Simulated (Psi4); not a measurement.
# UOMP3/DZVP run of CH3BF (SMILES C[B]F)

What is the energy change on altering one bond length of CH3BF at UOMP3/DZVP? 

The calculation is run with Psi4 1.11.

1 further run of the same task is left out (set aside as unsound or not needed).

### Step 1. Starting point

The species is CH3BF (6 atoms), meant as a doublet with charge 0. SMILES: `C[B]F`. The coordinates come from a PBE0-D4/def2-TZVP relaxation.

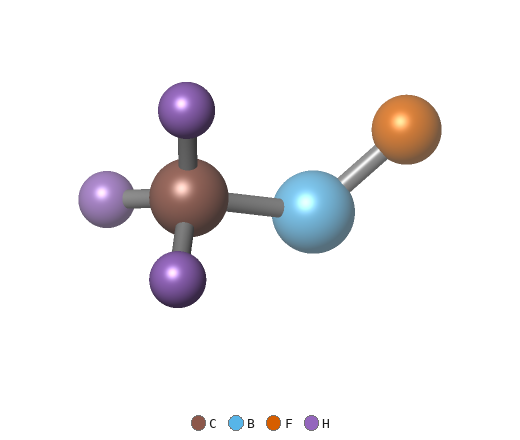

Viewed from a chosen angle; carbon brown, boron blue, fluorine orange, hydrogen purple.

### Step 2. Energy and one-electron properties at UOMP3/DZVP

ch3bf.in reads:

```
memory 1600 mb

molecule {
  0 2
  C     -0.303700     0.310500    -0.173700
  B      0.287400    -1.067600     0.235500
  F      1.486600    -1.228900     0.739300
  H     -1.223500     0.495700     0.389500
  H      0.393200     1.138600    -0.009600
  H     -0.597900     0.287900    -1.227200
  no_reorient
  no_com
}

set {
  basis     DZVP
  reference uhf
  scf_type  pk
  mp_type   conv
}

energy_value, wavefunction = energy("omp3", return_wfn=True)
oeprop(wavefunction, "MAYER_INDICES", "LOWDIN_CHARGES", title="OMP3")
print_variables()
```

Launch:

```sh
$ psi4 -i ch3bf.in -o ch3bf.out -n 1
```

ch3bf.out:

```text
[...]
  Running in c1 symmetry.
[...]
  Nuclear repulsion =   57.584933907497522
[...]
  Multiplicity = 2
[...]
  Nalpha       = 12
  Nbeta        = 11
[...]
    Number of basis functions: 48
[...]
   @UHF iter   1:  -163.65129383449440   -8.06784e-01   8.27523e-03 DIIS/ADIIS
[...]
   @UHF iter  13:  -163.74025840408873   -4.40536e-12   9.28664e-09 DIIS
[...]
   @S^2 Observed:                7.525306022E-01
[...]
    Orbital Energies [Eh]
    ---------------------
    Alpha Occupied:
       1A    -26.286418     2A    -11.212302     3A     -7.689671
       4A     -1.630910     5A     -0.976249     6A     -0.793182
       7A     -0.714061     8A     -0.683927     9A     -0.592122
      10A     -0.565662    11A     -0.552131    12A     -0.345285
    Alpha Virtual:
      13A      0.100231    14A      0.189107    15A      0.213077
      16A      0.259367    17A      0.260657    18A      0.319463
      19A      0.360254    20A      0.383585    21A      0.478092
      22A      0.487643    23A      0.505701    24A      0.671075
      25A      0.679843    26A      0.941693    27A      0.976263
[...]
  @UHF Final Energy:  -163.74025840408873
   => Energetics <=
    Nuclear Repulsion Energy =             57.5849339074975219
    One-Electron Energy =                -339.0516365834344015
    Two-Electron Energy =                 117.7264442718481234
    Total Energy =                       -163.7402584040887348
  UHF NO Occupations:
  HONO-2 :   10  A 1.9997952
  HONO-1 :   11  A 1.9991918
[...]
 Multipole Moments:
 ------------------------------------------------------------------------------------
     Multipole            Electronic (a.u.)      Nuclear  (a.u.)        Total (a.u.)
 ------------------------------------------------------------------------------------
 L = 1.  Multiply by 2.5417464519 to convert [e a0] to [Debye]
 Dipole X            :        -22.2031343           21.8565724           -0.3465619
 Dipole Y            :         24.2034204          -23.8349266            0.3684938
 Dipole Z            :        -11.4130260           11.2281857           -0.1848402
 Magnitude           :                                                    0.5385710
[...]
	SCS-MP2 Total Energy (a.u.)        :  -164.09245440943707
	SOS-MP2 Total Energy (a.u.)        :  -164.08776889297323
[...]
	MP3 Total Energy (a.u.)            :  -164.11932141090708
[...]
	SCS-OMP3 Total Energy (a.u.)       :  -164.09963259147318
	SOS-OMP3 Total Energy (a.u.)       :  -164.09454382864894
[...]
	OMP3 Total Energy (a.u.)           :  -164.11932141090708
[...]
```

Wall time 14 s (1 thread of Intel Xeon Platinum 8375C at 2.90GHz (Ice Lake), shared host); peak memory 0.23 GiB.

Atomic charges (e):

```tsv
atom	Löwdin
C1	-0.483
B2	-0.071
F3	+0.032
H4	+0.180
H5	+0.163
H6	+0.179
```

### Step 3. The distorted shape, same level

job.inp reads:

```
memory 1600 MB

molecule m {
  0 2
  C     -0.540144     0.861749    -0.337383
  B      0.287400    -1.067600     0.235500
  F      1.486600    -1.228900     0.739300
  H     -1.459944     1.046949     0.225817
  H      0.156756     1.689849    -0.173283
  H     -0.834344     0.839149    -1.390883
  no_reorient
  no_com
}

set globals {
  reference uhf
  scf_type pk
  mp_type conv
}

E, wfn = energy('omp3/DZVP', return_wfn=True)
oeprop(wfn, 'MAYER_INDICES', 'LOWDIN_CHARGES', title='OMP3')
print_variables()
```

Launch:

```sh
$ psi4 -n 1 job.inp job.out
```

job.out:

```text
[...]
  Running in c1 symmetry.
[...]
  Nuclear repulsion =   51.103578958026397
[...]
  Multiplicity = 2
[...]
  Nalpha       = 12
  Nbeta        = 11
[...]
    Number of basis functions: 48
[...]
   @UHF iter   1:  -163.55628585161281   -1.12017e+00   8.70902e-03 DIIS/ADIIS
[...]
   @UHF iter  16:  -163.67532684429082   -1.08002e-12   5.98695e-09 DIIS
[...]
   @S^2 Observed:                8.390917697E-01
[...]
    Orbital Energies [Eh]
    ---------------------
    Alpha Occupied:
       1A    -26.316011     2A    -11.244266     3A     -7.737021
       4A     -1.656815     5A     -0.942241     6A     -0.819995
       7A     -0.724035     8A     -0.707746     9A     -0.565974
      10A     -0.555627    11A     -0.504075    12A     -0.349732
    Alpha Virtual:
      13A      0.083948    14A      0.163940    15A      0.193548
      16A      0.270782    17A      0.297304    18A      0.314109
      19A      0.330926    20A      0.355792    21A      0.467198
      22A      0.473580    23A      0.475303    24A      0.508310
      25A      0.649262    26A      0.919476    27A      0.995706
[...]
  @UHF Final Energy:  -163.67532684429082
   => Energetics <=
    Nuclear Repulsion Energy =             51.1035789580263966
    One-Electron Energy =                -325.8613939533352095
    Two-Electron Energy =                 111.0824881510179978
    Total Energy =                       -163.6753268442908222
  UHF NO Occupations:
  HONO-2 :   10  A 1.9995188
  HONO-1 :   11  A 1.9559310
[...]
 Multipole Moments:
 ------------------------------------------------------------------------------------
     Multipole            Electronic (a.u.)      Nuclear  (a.u.)        Total (a.u.)
 ------------------------------------------------------------------------------------
 L = 1.  Multiply by 2.5417464519 to convert [e a0] to [Debye]
 Dipole X            :        -17.9541964           17.8352427           -0.1189536
 Dipole Y            :         14.6218815          -14.4595399            0.1623416
 Dipole Z            :         -8.5116953            8.4443413           -0.0673539
 Magnitude           :                                                    0.2122294
[...]
	SCS-MP2 Total Energy (a.u.)        :  -164.02680116385363
	SOS-MP2 Total Energy (a.u.)        :  -164.02322213916736
[...]
	MP3 Total Energy (a.u.)            :  -164.05667588335169
[...]
	SCS-OMP3 Total Energy (a.u.)       :  -164.03837149898433
	SOS-OMP3 Total Energy (a.u.)       :  -164.03449063270949
[...]
	OMP3 Total Energy (a.u.)           :  -164.05667588335169
[...]
```

Wall time 17 s (1 thread of Intel Xeon Platinum 8375C at 2.90GHz (Ice Lake), shared host); peak memory 0.23 GiB.

Atomic charges (e):

```tsv
atom	Löwdin
C1	-0.547
B2	+0.042
F3	+0.045
H4	+0.154
H5	+0.151
H6	+0.154
```

### Step 4. Summary of results

At UOMP3/DZVP:

| quantity | value |
| --- | --- |
| first shape: total energy | -164.11932 Eh |
| first shape: HOMO energy (Hartree–Fock orbitals) (highest over α and β) | -9.40 eV |
| first shape: LUMO energy (Hartree–Fock orbitals) (lowest over α and β) | 2.73 eV |
| first shape: correlation energy | -379.1 mEh |
| first shape: ⟨S²⟩ of the reference determinant | 0.753 |
| distorted shape: total energy | -164.05668 Eh |
| distorted shape: HOMO energy (Hartree–Fock orbitals) (highest over α and β) | -9.52 eV |
| distorted shape: LUMO energy (Hartree–Fock orbitals) (lowest over α and β) | 2.04 eV |
| distorted shape: correlation energy | -381.3 mEh |
| distorted shape: ⟨S²⟩ of the reference determinant | 0.839 |
| energy change with the C1–B2 bond stretched from 1.554 to 2.176 Å | 1.705 eV |

With the C1–B2 bond stretched from 1.554 to 2.176 Å the energy rises by 1.70 eV (39 kcal/mol). The first shape isn't relaxed at this level, so the change isn't measured from a minimum.
